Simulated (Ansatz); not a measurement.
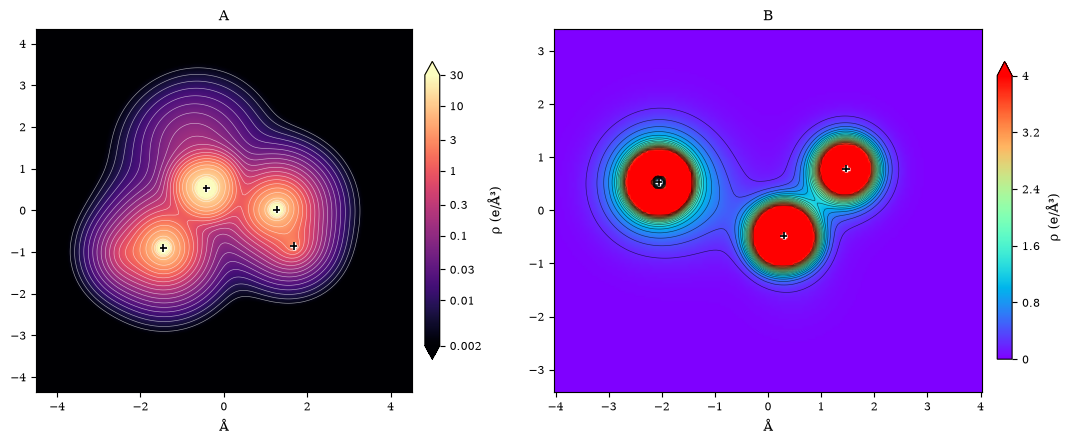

The electron density of 2 systems, each on a plane through atoms (crosses mark nuclei in the plane).

All numbers below come from isolated molecule in a Gaussian basis; Kohn-Sham density functional theory, functional PBE0 in Ansatz.

System 1: H4O3STi, the plane of atoms Ti5, O3 and H8. Geometry: PBE0-D4/def2-SVP.

```xyz
9

O    -0.4774    1.0354   -1.3239
O     1.8838    0.0113    0.0657
O    -0.6055   -1.5622   -0.0856
S    -0.4696    1.0348    2.0366
Ti    0.1198    0.0508    0.0232
H    -0.1247    1.7989   -1.7899
H     2.5340   -0.6707    0.2598
H    -1.2378   -1.9434   -0.7019
H    -1.7841    0.8058    1.8077
```

System 2: F3ITi, the plane of atoms F3, Ti5 and I4. Geometry: PBE0-D4/def2-SVP; core potentials replace the inner electrons of I.

```tsv
atom	x (Å)	y (Å)	z (Å)
F	-0.8592	-0.5639	1.4461
F	1.6962	-0.5006	0.2967
F	-0.5329	-1.1404	-1.2772
I	-0.2840	2.3028	-0.5343
Ti	0.0299	-0.1715	0.0273
```

Question: Match each panel to its system.

Answer: Panel A is system 1, H4O3STi: the plane holds O, Ti and H. Ti–O (1.77 Å): ρ at the midpoint is about 1.1 e/Å³. Panel B is system 2, F3ITi: the plane holds F, I and Ti. Ti–F (1.72 Å): ρ is about 1.2 e/Å³ halfway.
